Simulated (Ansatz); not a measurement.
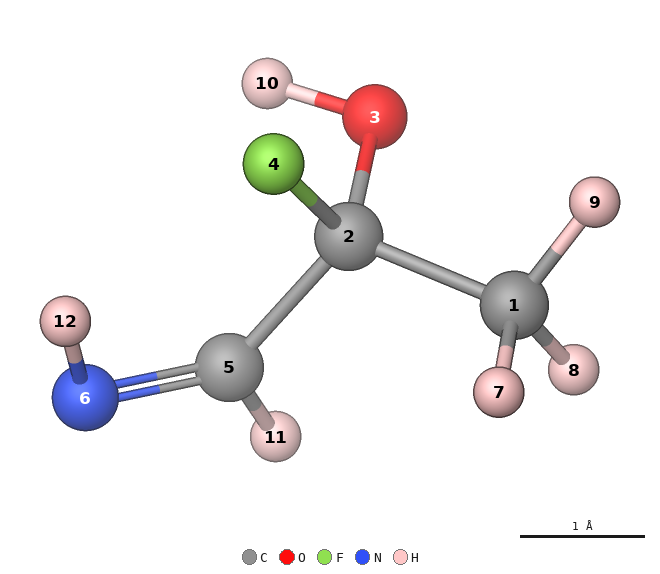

Orthographic view. Atoms fade into the background with distance from the viewer. Computed geometry: PBE-D4/def2-SVP optimisation. No frequency run is at hand to confirm it as a minimum.

Write a MOL file (V2000) with the atoms in numerical order, bonds sorted by atom number with the orders drawn, and coordinates in the frame of the picture: x right, y up, z towards the viewer, origin at the mean position.

```
C3H6FNO
                    3D

 12 11  0  0  0  0  0  0  0  0999 V2000
    1.4000   -0.1800    0.4600 C   0  0  0  0  0  0  0  0  0  0  0  0
    0.0600    0.3800    0.0400 C   0  0  2  0  0  0  0  0  0  0  0  0
    0.2700    1.3500   -0.9400 O   0  0  0  0  0  0  0  0  0  0  0  0
   -0.5500    0.9600    1.1600 F   0  0  0  0  0  0  0  0  0  0  0  0
   -0.9100   -0.6900   -0.4900 C   0  0  0  0  0  0  0  0  0  0  0  0
   -2.0800   -0.9300   -0.0400 N   0  0  0  0  0  0  0  0  0  0  0  0
    1.2700   -0.8900    1.3000 H   0  0  0  0  0  0  0  0  0  0  0  0
    1.8800   -0.7100   -0.3900 H   0  0  0  0  0  0  0  0  0  0  0  0
    2.0500    0.6500    0.7700 H   0  0  0  0  0  0  0  0  0  0  0  0
   -0.6000    1.6200   -1.2800 H   0  0  0  0  0  0  0  0  0  0  0  0
   -0.5400   -1.2500   -1.3700 H   0  0  0  0  0  0  0  0  0  0  0  0
   -2.2400   -0.3100    0.7800 H   0  0  0  0  0  0  0  0  0  0  0  0
  1  2  1  0
  1  7  1  0
  1  8  1  0
  1  9  1  0
  2  3  1  0
  2  4  1  0
  2  5  1  0
  3 10  1  0
  5  6  2  0
  5 11  1  0
  6 12  1  0
M  END
```
